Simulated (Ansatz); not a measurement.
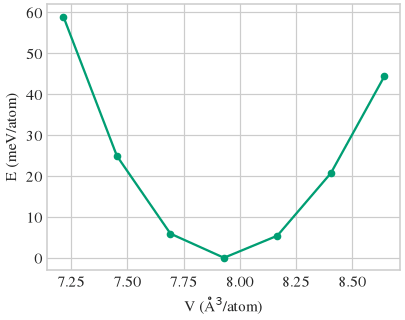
YB₃C₃ in space group Pm-3n (No. 223; Y on 2a, B on 6d, C on 6c) under volume change, DFT-PBE in the program Ansatz with PAW potentials, scaled uniformly.

Q: What does a third-order Birch–Murnaghan fit give for V₀, B₀ and B′?

A: V₀ = 7.93 Å³/atom, B₀ = 254 GPa, B′ = 3.8.

The start of the workflow was typed in or built on a structure type; neither database checked (COD, Materials Project) lists it. Its standing as an ambient phase is unchecked. The PBE relaxation kept the symmetry of its start; its stability against distortions is not shown here. No spin polarisation was allowed.

Potentials: the earlier of the program's two PAW sets.
